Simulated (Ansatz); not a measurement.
# BGeH₅ (triplet): one geometry, many settings

What do other methods and options give for BGeH₅ (triplet) at this geometry, and how long do they take?

Program: Ansatz 0.2.0, Gaussian basis. Level of theory: the settings change from run to run. These are calculated values, not measurements.

16 further runs of the same task are left out: 5 that didn't finish, 11 set aside as unsound or not needed.

## Step 1: The geometry

The geometry is a PBE0/def2-TZVP stationary point (not a proven minimum) of the parent state, kept for this charge and spin. No spin-orbit coupling is included. The filled d shell of Ge may be among the frozen orbitals whatever the setting's name suggests; the logs give the count.

7 atoms, charge 0, spin multiplicity 3.

Atoms are counted from 1 here; the program's logs count them from 0.

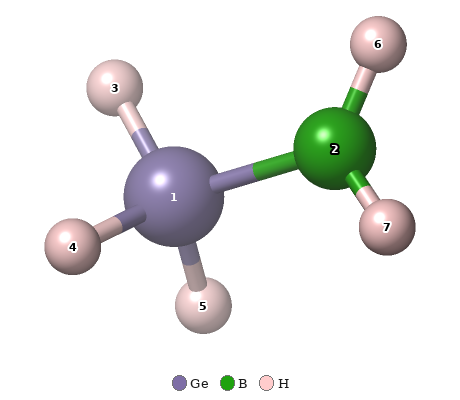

The structure; germanium purple, boron green, hydrogen pink; atoms are numbered from 1 in the order of the file.

As a file:

```csv
atom,x (Å),y (Å),z (Å)
Ge1,0.0000,0.0008,0.2930
B2,0.0000,0.0075,-1.7645
H3,0.0000,1.3963,0.9398
H4,1.2362,-0.7617,0.8114
H5,-1.2362,-0.7617,0.8114
H6,0.0000,1.0179,-2.4011
H7,0.0000,-1.0325,-2.3529
```

## Step 2: MP2 on UHF/cc-pVDZ

File in.yaml:

```yaml
crystal:
  periodic: [false, false, false]
  atoms:
    - {symbol: Ge, position_ang: [0.000000, 0.000848, 0.293017]}
    - {symbol: B, position_ang: [0.000000, 0.007511, -1.764478]}
    - {symbol: H, position_ang: [0.000000, 1.396299, 0.939761]}
    - {symbol: H, position_ang: [1.236205, -0.761722, 0.811362]}
    - {symbol: H, position_ang: [-1.236205, -0.761722, 0.811362]}
    - {symbol: H, position_ang: [0.000000, 1.017939, -2.401105]}
    - {symbol: H, position_ang: [0.000000, -1.032484, -2.352939]}
basis:
  gaussian: {orbitals: cc-pVDZ}
magnetization: {spin_polarized: true, initial_magnetization: 2}
correlation: {method: mp2, electrons: outside_noble_gas}
scf: {lower_state_search: off}
```

On the command line:

```
$ ansatz run in.yaml --threads 1 --pin off --events-out ev --progress --plain --max-ram 2393MiB
```

The log of the run:

```text
Functional definition: HF
  name "HF"
  cite "Fock, Z. Phys. 61, 126 (1930) doi:10.1007/BF01340294"
  parent pbe
  exchange = exact_x
  correlation = 0
these checks for a lower state are left out or cut short: stability, starts, cluster_reference, orbital_swaps, neighbouring_geometries, increment
672 factors; integrals over basis functions are off by at most 1.0e-3 eV
mean field evaluation 1: about -57217.5906 eV, gradient 1.1e1 eV
mean field evaluation 2: about -57217.6213 eV, gradient 1.1e1 eV
mean field evaluation 4: about -57218.9466 eV, gradient 1.3e0 eV
mean field evaluation 8: about -57218.9848 eV, gradient 7.1e-3 eV
mean field -57218.98480637 eV, -2102.7589072131 hartree, gradient 2.8e-6 eV, S^2 2.012253; 0 other end points of the search recorded, 0 dependent functions left out
15 core orbitals not correlated: weight in the atoms' cores, before any rotation towards them, 0.999 or more for the frozen orbitals, at most 0.000 for the correlated occupied ones
reference -57218.98480637 eV, -2102.7589072131 hartree; 7, 5 occupied and 44, 46 virtual orbitals, 672 factors
second order -4.81380654 eV of doubles, -0.00000000 eV of singles
Total energy: -57223.79861291 eV, -2102.9358113405 hartree
Checks for a lower state left out: stability, starts, cluster_reference, orbital_swaps, neighbouring_geometries, increment
```

Run time: 0.69 s. Hardware: 1 thread of Arm Neoverse V2, shared host.

From the report: ⟨S²⟩ of the determinant 2.012 (pure triplet: 2.00).

## Step 3: NEVPT2(4,3)/6-31G

Changes to in.yaml since step 2:

```diff
@@ -11,5 +11,5 @@
 basis:
-  gaussian: {orbitals: cc-pVDZ}
-magnetization: {spin_polarized: true, initial_magnetization: 2}
-correlation: {method: mp2, electrons: outside_noble_gas}
-scf: {lower_state_search: off}
+  gaussian: {orbitals: 6-31G, fitting: {mean_field: def2-universal-jkfit}}
+magnetization: {spin_polarized: false, initial_magnetization: 2}
+correlation: {method: sc_nevpt2, electrons: outside_noble_gas, active_space: {window: {electrons: 4, orbitals: 3}}}
+scf: {lower_state_search: light}
```

The command is unchanged.

The log of the run:

```text
Functional definition: HF
  name "HF"
  cite "Fock, Z. Phys. 61, 126 (1930) doi:10.1007/BF01340294"
  parent pbe
  exchange = exact_x
  correlation = 0
431 factors; integrals over basis functions are off by at most 8.0e-2 eV
mean field evaluation 1: about -57208.6538 eV, gradient 1.2e1 eV
mean field evaluation 2: about -57209.5080 eV, gradient 4.6e0 eV
mean field evaluation 4: about -57209.5917 eV, gradient 3.0e-1 eV
mean field evaluation 8: about -57209.5937 eV, gradient 2.3e-6 eV
mean field -57209.59373528 eV, -2102.4137917162 hartree, gradient 2.3e-6 eV, S^2 2.000000; 0 other end points of the search recorded, 0 dependent functions left out
reference -57209.59373528 eV, -2102.4137917162 hartree; 22, 20 occupied and 26, 28 virtual orbitals, 431 factors
state -57209.59373528 eV, -2102.4137917162 hartree
state -57209.59373528 eV, -2102.4137917162 hartree; corrected -57212.41049299 eV, -2102.5173056528 hartree
WARN: 1 active orbitals are nearly empty or full. The corrections depend on them more than the energy does, and are more stable in an active space without them
Total energy: -57212.41049299 eV, -2102.5173056528 hartree
```

Run time: 1.4 s. Hardware: 1 thread of Arm Neoverse V2, shared host.

From the report: 4 determinants; active occupations 2.00, 1.00, 1.00. The report marks this result as in doubt.

## Step 4: HF/6-31G

Changes to in.yaml since step 3:

```diff
@@ -11,5 +11,5 @@
 basis:
-  gaussian: {orbitals: 6-31G, fitting: {mean_field: def2-universal-jkfit}}
+  gaussian: {orbitals: 6-31G}
 magnetization: {spin_polarized: false, initial_magnetization: 2}
-correlation: {method: sc_nevpt2, electrons: outside_noble_gas, active_space: {window: {electrons: 4, orbitals: 3}}}
-scf: {lower_state_search: light}
+hamiltonian: {xc: hf}
+output: {forces: true, orbitals: {seedname: orbitals}}
```

The command is unchanged.

The log of the run (excerpt; [...] marks lines left out):

```text
Functional definition: HF
  name "HF"
  cite "Fock, Z. Phys. 61, 126 (1930) doi:10.1007/BF01340294"
  parent pbe
[...]
536 factors; integrals over basis functions are off by at most 4.2e-4 eV
[...]
mean field -57209.59553436 eV, -2102.4138578310 hartree, gradient 1.3e-5 eV, S^2 2.000000; 0 other end points of the search recorded, 0 dependent functions left out
[...]
reference -57209.59553436 eV, -2102.4138578310 hartree; 22, 20 occupied and 26, 28 virtual orbitals, 536 factors
Total energy: -57209.59553436 eV, -2102.4138578310 hartree
Atom 0 at     0.000000     0.000848     0.293017 Å, force     0.000000    -0.311978     2.758098 eV/Å
Atom 1 at     0.000000     0.007511    -1.764478 Å, force    -0.000000     0.123204    -4.161791 eV/Å
Atom 2 at     0.000000     1.396299     0.939761 Å, force    -0.000000     0.112817    -0.520782 eV/Å
Atom 3 at     1.236205    -0.761722     0.811362 Å, force     0.072141     0.008493    -0.295149 eV/Å
Atom 4 at    -1.236205    -0.761722     0.811362 Å, force    -0.072141     0.008493    -0.295149 eV/Å
Atom 5 at     0.000000     1.017939    -2.401105 Å, force    -0.000000     0.542291     1.243174 eV/Å
Atom 6 at     0.000000    -1.032484    -2.352939 Å, force    -0.000000    -0.483321     1.271599 eV/Å
Dipole moment:     0.000000     0.029083     0.510064 e Å
```

Run time: 0.72 s. Hardware: 1 thread of Arm Neoverse V2, shared host.

## Step 5: NEVPT4(SD)(6,5)/STO-3G

Changes to in.yaml since step 4:

```diff
@@ -11,5 +11,5 @@
 basis:
-  gaussian: {orbitals: 6-31G}
+  gaussian: {orbitals: STO-3G}
 magnetization: {spin_polarized: false, initial_magnetization: 2}
-hamiltonian: {xc: hf}
-output: {forces: true, orbitals: {seedname: orbitals}}
+correlation: {method: fic_nevpt4_sd, electrons: all, active_space: {window: {electrons: 6, orbitals: 5}}}
+scf: {lower_state_search: off}
```

The command is unchanged.

The log of the run (excerpt; [...] marks lines left out):

```text
Functional definition: HF
  name "HF"
  cite "Fock, Z. Phys. 61, 126 (1930) doi:10.1007/BF01340294"
  parent pbe
[...]
309 factors; integrals over basis functions are off by at most 9.6e-5 eV
[...]
mean field -56567.87480566 eV, -2078.8310560252 hartree, gradient 4.9e-6 eV, S^2 2.000000; 0 other end points of the search recorded, 0 dependent functions left out
reference -56567.87480566 eV, -2078.8310560252 hartree; 22, 20 occupied and 6, 8 virtual orbitals, 309 factors
state -56568.30817774 eV, -2078.8469821557 hartree
state -56568.30817774 eV, -2078.8469821557 hartree; corrected -56570.63895911 eV, -2078.9326367910 hartree
Total energy: -56570.63895911 eV, -2078.9326367910 hartree
Checks for a lower state left out: stability, starts, cluster_reference, orbital_swaps, neighbouring_geometries, increment
```

Run time: 0.72 s. Hardware: 1 thread of Arm Neoverse V2, shared host.

From the report: 48 determinants; active occupations 2.00, 1.97, 1.00, 1.00, 0.03.

## Step 6: CISD/STO-3G

Changes to in.yaml since step 5:

```diff
@@ -13,3 +13,3 @@
 magnetization: {spin_polarized: false, initial_magnetization: 2}
-correlation: {method: fic_nevpt4_sd, electrons: all, active_space: {window: {electrons: 6, orbitals: 5}}}
-scf: {lower_state_search: off}
+correlation: {active_space: {ras: {orbitals: [20, 2, 6], electrons: 42, max_holes: 2, max_particles: 2}, fixed_orbitals: true}}
+output: {forces: true}
```

Same command.

The log of the run (excerpt; [...] marks lines left out):

```text
Functional definition: HF
  name "HF"
  cite "Fock, Z. Phys. 61, 126 (1930) doi:10.1007/BF01340294"
  parent pbe
[...]
309 factors; integrals over basis functions are off by at most 9.6e-5 eV
[...]
mean field -56567.87480566 eV, -2078.8310560252 hartree, gradient 4.9e-6 eV, S^2 2.000000; 0 other end points of the search recorded, 0 dependent functions left out
reference -56567.87480566 eV, -2078.8310560252 hartree; 22, 20 occupied and 6, 8 virtual orbitals, 309 factors
state -56570.58416803 eV, -2078.9306232561 hartree
[...]
Total energy: -56570.58416803 eV, -2078.9306232561 hartree
Atom 0 at     0.000000     0.000848     0.293017 Å, force     0.000000    -0.307434     2.415637 eV/Å
Atom 1 at     0.000000     0.007511    -1.764478 Å, force    -0.000000     0.026026    -2.838021 eV/Å
Atom 2 at     0.000000     1.396299     0.939761 Å, force    -0.000000    -1.097394    -1.059769 eV/Å
Atom 3 at     1.236205    -0.761722     0.811362 Å, force    -0.970232     0.645198    -0.766294 eV/Å
Atom 4 at    -1.236205    -0.761722     0.811362 Å, force     0.970232     0.645198    -0.766294 eV/Å
Atom 5 at     0.000000     1.017939    -2.401105 Å, force    -0.000000     0.251541     1.513758 eV/Å
Atom 6 at     0.000000    -1.032484    -2.352939 Å, force     0.000000    -0.163134     1.500984 eV/Å
Dipole moment:    -0.000000     0.028180     0.605800 e Å
```

Wall time 2.5 s (1 thread of Arm Neoverse V2, shared host).

From the report: 64,154 determinants.

## Step 7: All runs side by side

Where basis and cores are those of an earlier UCCSDT(Q)/cc-pVDZ run (-57225.2063 eV), and the state is the same kind, the miss against it is given. † marks a result that the program doubts.

```
                 level         correlated  functions  energy (eV)  from UCCSDT(Q) (meV)    time
    MP2 on UHF/cc-pVDZ  outside noble gas         66  -57223.7986                1407.7  0.69 s
   NEVPT2(4,3)/6-31G †  outside noble gas         48  -57212.4105                         1.4 s
              HF/6-31G                            48  -57209.5955                        0.72 s
NEVPT4(SD)(6,5)/STO-3G                all         28  -56570.6390                        0.72 s
           CISD/STO-3G                all         28  -56570.5842                         2.5 s
```

## Step 8: What came out

```
quantity                       value
    runs                           5
quickest  MP2 on UHF/cc-pVDZ, 0.69 s
 slowest          CISD/STO-3G, 2.5 s
```

**Reading.** Total energies in different bases, with other cores or another treatment of relativity can't be set against each other. CISD/STO-3G took 4 times as long as MP2 on UHF/cc-pVDZ; the jobs differ in more than the method.
